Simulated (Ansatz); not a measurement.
# triplet SnSiH3F3: levels of theory compared

We compute a comparison of 6 runs (U-revPBE/def2-SVP, UB3LYP/def2-SVP, UPBE0/def2-SVP, USVWN5/def2-SVP, UMP2/def2-SVP, UCCSD/def2-SVP) of triplet SnSiH3F3. 

The results are computed with Ansatz 0.2.0.

35 further runs of the same task are left out: 35 set aside as unsound or not needed. Runs told in other sessions of the task aren't counted.

## Step 1: The system as given

The species is SnSiH3F3 (8 atoms), meant as a triplet with charge 0. SMILES of the parent species: `[F][Sn]([F])([F])[SiH3]`. Geometry: relaxed at PBE0-D4/def2-TZVP. That shape belongs to the parent species and isn't relaxed for this state.

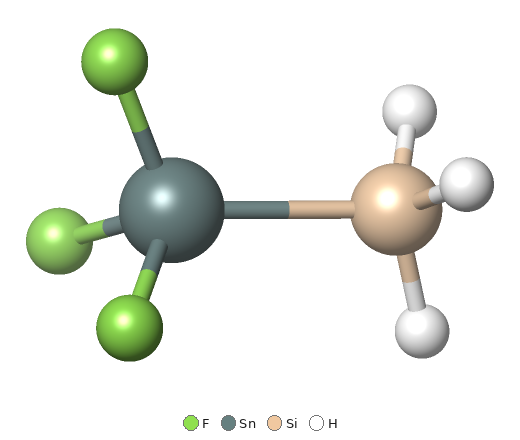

Viewed from a chosen angle; fluorine green, tin teal, silicon light orange, hydrogen white.

## Step 2: The energy at U-revPBE/def2-SVP (core potential) (run 1)

input.yaml reads:

```yaml
crystal:
  periodic: [false, false, false]
  atoms:
    - symbol: F
      position_ang: [0.165300, -2.193800, 1.388300]
    - symbol: Sn
      position_ang: [0.794500, -0.774800, 0.288000]
    - symbol: F
      position_ang: [2.267700, -0.076200, 1.269200]
    - symbol: F
      position_ang: [1.622500, -1.679600, -1.166800]
    - symbol: Si
      position_ang: [-0.973200, 0.954100, -0.377000]
    - symbol: H
      position_ang: [-1.479100, 1.542100, 0.882900]
    - symbol: H
      position_ang: [-0.282200, 1.951000, -1.224200]
    - symbol: H
      position_ang: [-2.023600, 0.220100, -1.116300]
basis:
  gaussian: {orbitals: def2-SVP}
magnetization: {spin_polarized: true, initial_magnetization: 2}
hamiltonian: {xc: {name: revPBE}}
accuracy: high
output: {orbitals: {seedname: orbitals}}
```

On the command line:

```sh
ansatz run input.yaml --threads 1 --pin off --max-ram 2610MiB --events-out events.jsonl --progress --plain --runs-dir runs
```

The program printed:

```text
Warning: RAYON_NUM_THREADS=1 ignored (pool sized by the plan → 1); use --threads N
Functional definition: revPBE
  name "revPBE"
  parameter kappa = 1.245
  parameter beta = 0.06672455060314922
  exchange = pbe_x(kappa = kappa, mu = beta*pi^2/3)
  correlation = pbe_c(beta = beta)
2198 factors; integrals over basis functions are off by at most 5.1e-9 eV
mean field evaluation 1: about -21886.1463 eV, gradient 4.4e1 eV
mean field evaluation 2: about -21811.8942 eV, gradient 1.5e2 eV
mean field evaluation 4: about -21890.6210 eV, gradient 2.2e1 eV
mean field evaluation 8: about -21893.2969 eV, gradient 3.8e-1 eV
mean field evaluation 16: about -21893.2933 eV, gradient 2.6e-4 eV
mean field evaluation 32: about -21892.1170 eV, gradient 4.9e0 eV
mean field evaluation 64: about -21892.2651 eV, gradient 2.2e-1 eV
mean field -21893.29327599 eV, -804.5636880854 hartree, gradient 2.5e-8 eV, S^2 2.003611; 4 other end points of the search recorded, 0 dependent functions left out
reference -21893.29328153 eV, -804.5636882892 hartree; 34, 32 occupied and 67, 69 virtual orbitals, 2198 factors
Total energy: -21893.29328153 eV, -804.5636882892 hartree
```

Wall time 27 s (1 thread of Arm Neoverse V2, shared host); peak memory 0.36 GiB.

## Step 3: The energy at UB3LYP/def2-SVP (core potential) (run 2)

in.yaml reads:

```yaml
crystal:
  periodic: [false, false, false]
  atoms:
    - {symbol: F, position_ang: [0.165300, -2.193800, 1.388300]}
    - {symbol: Sn, position_ang: [0.794500, -0.774800, 0.288000]}
    - {symbol: F, position_ang: [2.267700, -0.076200, 1.269200]}
    - {symbol: F, position_ang: [1.622500, -1.679600, -1.166800]}
    - {symbol: Si, position_ang: [-0.973200, 0.954100, -0.377000]}
    - {symbol: H, position_ang: [-1.479100, 1.542100, 0.882900]}
    - {symbol: H, position_ang: [-0.282200, 1.951000, -1.224200]}
    - {symbol: H, position_ang: [-2.023600, 0.220100, -1.116300]}
basis:
  gaussian: {orbitals: def2-SVP}
magnetization: {spin_polarized: true, initial_magnetization: 2}
hamiltonian: {xc: {name: B3LYP}}
accuracy: high
output: {orbitals: {seedname: orbitals}}
```

On the command line:

```sh
ansatz run in.yaml --threads 1 --pin off --max-ram 2610MiB --events-out events.jsonl --progress --plain --runs-dir runs
```

The program printed:

```text
Warning: RAYON_NUM_THREADS=1 ignored (pool sized by the plan → 1); use --threads N
Functional definition: B3LYP
  name "B3LYP"
  parameter a0 = 0.2
  parameter ax = 0.72
  parameter ac = 0.81
  exchange = (1 - a0 - ax)*slater_x + ax*b88_x + a0*exact_x
  correlation = (1 - ac)*vwn_rpa_c + ac*lyp_c
2198 factors; integrals over basis functions are off by at most 5.1e-9 eV
mean field evaluation 1: about -21891.5621 eV, gradient 4.4e1 eV
mean field evaluation 2: about -21852.0955 eV, gradient 1.1e2 eV
mean field evaluation 4: about -21898.3756 eV, gradient 4.6e0 eV
mean field evaluation 8: about -21898.6181 eV, gradient 1.1e0 eV
mean field evaluation 16: about -21898.6226 eV, gradient 1.7e-3 eV
mean field evaluation 32: about -21898.6226 eV, gradient 2.5e-8 eV
mean field -21898.62258517 eV, -804.7595365853 hartree, gradient 2.6e-8 eV, S^2 2.005580; 2 other end points of the search recorded, 0 dependent functions left out
reference -21898.62263132 eV, -804.7595382815 hartree; 34, 32 occupied and 67, 69 virtual orbitals, 2198 factors
Total energy: -21898.62263132 eV, -804.7595382815 hartree
```

It took 24 s on 1 thread of Arm Neoverse V2, shared host; peak memory 0.59 GiB.

Runs 3 to 5 aren't shown in full; the table further down has their settings and results.

## Step 4: A single-point energy at UCCSD/def2-SVP (core potential) (run 6)

run.yaml reads:

```yaml
crystal:
  periodic: [false, false, false]
  atoms:
    - {symbol: F, position_ang: [0.165300, -2.193800, 1.388300]}
    - {symbol: Sn, position_ang: [0.794500, -0.774800, 0.288000]}
    - {symbol: F, position_ang: [2.267700, -0.076200, 1.269200]}
    - {symbol: F, position_ang: [1.622500, -1.679600, -1.166800]}
    - {symbol: Si, position_ang: [-0.973200, 0.954100, -0.377000]}
    - {symbol: H, position_ang: [-1.479100, 1.542100, 0.882900]}
    - {symbol: H, position_ang: [-0.282200, 1.951000, -1.224200]}
    - {symbol: H, position_ang: [-2.023600, 0.220100, -1.116300]}
basis:
  gaussian:
    orbitals: def2-SVP
magnetization:
  spin_polarized: true
  initial_magnetization: 2
correlation:
  method: ccsd
  frozen_orbitals: {F: 1, H: 0, Si: 5, Sn: 4}
accuracy: high
scf:
  omitted_lower_state_checks: [cluster_reference, increment]
```

On the command line:

```sh
ansatz run run.yaml --threads 1 --pin off --max-ram 2610MiB --events-out events.jsonl --progress --plain --runs-dir runs
```

The program printed:

```text
Warning: RAYON_NUM_THREADS=1 ignored (pool sized by the plan → 1); use --threads N
[... 17 lines left out ...]
12 core orbitals not correlated: weight in the atoms' cores, before any rotation towards them, 1.000 or more for the frozen orbitals, at most 0.000 for the correlated occupied ones
[... 39 lines left out ...]
Total energy: -21841.19946565 eV, -802.6492758657 hartree
Checks for a lower state left out: cluster_reference, increment
```

It took 4.8 min on 1 thread of Arm Neoverse V2, shared host; peak memory 1.7 GiB.

## Step 5: The series

```csv
run,level,frozen core orbitals,energy (Eh),HOMO energy (eV),⟨S²⟩,wall time
1,U-revPBE/def2-SVP (core potential),–,-804.563688,-3.03,2.004,27 s
2,UB3LYP/def2-SVP (core potential),–,-804.759538,-3.84,2.006,24 s
3,UPBE0/def2-SVP (core potential),–,-804.260567,-4.02,2.007,25 s
4,USVWN5/def2-SVP (core potential),–,-801.275449,-3.29,2.002,14 s
5,UMP2/def2-SVP (core potential),12,-802.618001,–,2.018,32 s
6,UCCSD/def2-SVP (core potential),12,-802.649276,–,2.018,4.8 min
```

## Step 6: Results

```
                                           quantity          value
                                run 6: total energy  -802.64928 Eh
run 6: correlation energy (12 core orbitals frozen)     -801.4 mEh
           run 6: ⟨S²⟩ of the reference determinant          2.018
                               run 6: T1 diagnostic          0.021
```

**Reading.** Totals of different functionals can't be ranked against each other. All runs together took 6.9 min, the longest 4.8 min.
